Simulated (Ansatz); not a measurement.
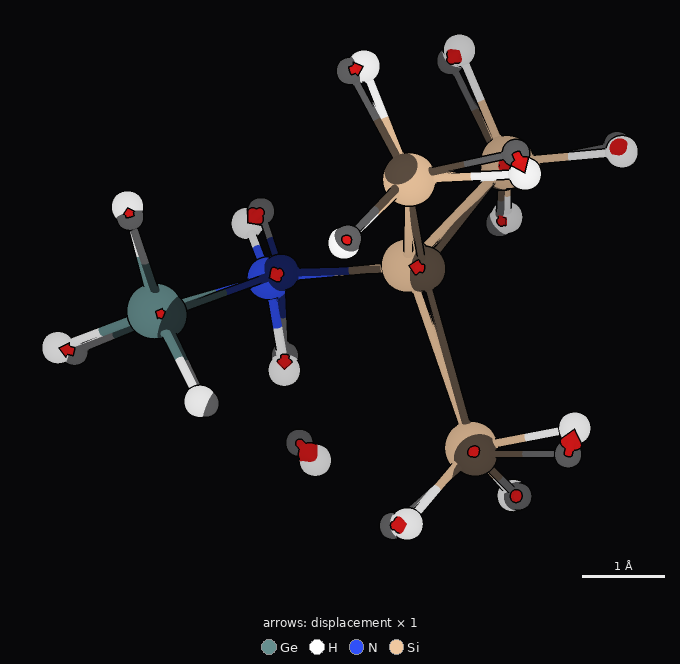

This is a constrained relaxation of GeSi$_{4}$NH$_{15}$. The starting structure is drawn faded, the final one solid; red arrows show the displacements, at their true length. The two geometries are superimposed by the best rigid fit.

The picture is a ball-and-stick view, seen at a tilt.

The reaction that was planned forms Ge1–N4, H2–H3 and breaks Ge1–H2, H3–N4 (atoms numbered from 1 in input order).

Computed with RKS PBE0-D4/def2-SVP in Ansatz 0.2.0. (held fixed: the distance between atoms 1 (Ge) and 4 (N), the distance between atoms 2 (H) and 3 (H), the distance between atoms 1 (Ge) and 2 (H), the distance between atoms 3 (H) and 4 (N), counting from 1; force threshold 0.04 eV/Å; at most 150 steps)

Q: Which element moves most?

A: Hydrogen: up to 0.56 Å, against 0.22 Å for nitrogen.

Q: What did the optimiser do to the structure, and how much energy did it gain?

A: The atom that moves furthest after the best rigid fit is an H atom (0.56 Å). Largest moves by element: H 0.56 Å, N 0.22 Å, Si 0.21 Å, Ge 0.12 Å. Near-neighbour distances that change, for instance: H–Si 1.478 → 1.523 Å, Ge–H 1.486 → 1.529 Å, Ge–H 1.500 → 1.536 Å, H–Si 1.460 → 1.493 Å. Bond angles that change, for instance: N–Si–Si 102.6° → 111.1°, N–Si–Si 99.3° → 107.1°, H–N–H 105.8° → 112.7°. Over 10 accepted moves (11 points after the start) the energy falls by 0.320 eV. Largest force component: 0.77 eV/Å at the start, 0.016 eV/Å at the end. The line search rejected the trial step at point 5 of the run. The run took about 20 s of wall time on a shared GPU.
